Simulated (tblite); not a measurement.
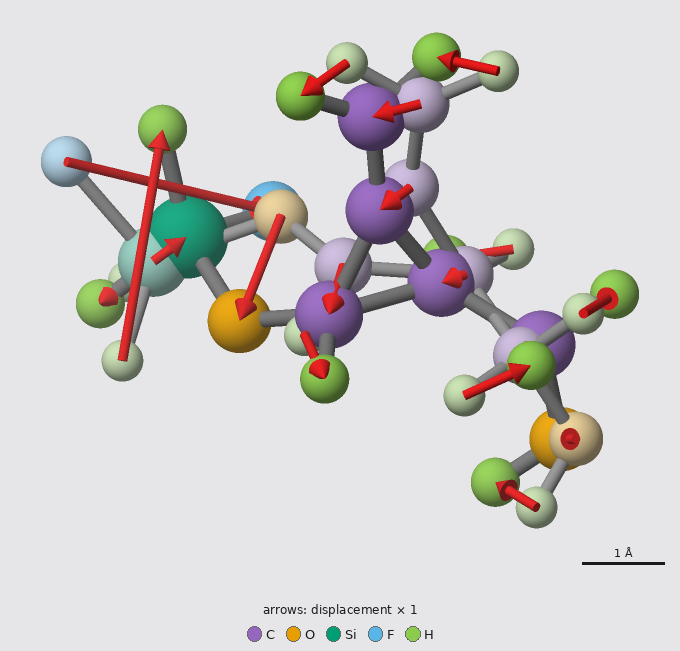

This is a relaxation of C$_{5}$H$_{9}$FO$_{2}$Si. The starting structure is drawn faded, the final one solid; red arrows show the displacements, at their true length. The two geometries are superimposed by the best rigid fit.

The picture is a ball-and-stick view, seen at a tilt.

These are results of GFN2-xTB geometry optimisation, gas phase in tblite 0.8.0, not measurements. 

**What happened in the run?**

The atom that moves furthest after the best rigid fit is the F atom (3.08 Å). By element the largest moves are F 3.08 Å, H 2.88 Å, O 1.58 Å, C 0.92 Å, Si 0.51 Å. Some distances before and after: F–Si 1.687 → 1.612 Å, O–Si 1.680 → 1.609 Å, C–C 1.517 → 1.468 Å, C–C 1.488 → 1.523 Å. Bond angles that change, for instance: C–O–Si 119.5° → 133.1°, C–C–C 108.1° → 121.5°, O–Si–H 114.0° → 100.6°. Groups turn about C–O by about 160°, C–O by about 55°, O–Si by about 50°. The energy falls by 0.927 eV in 250 geometry steps.
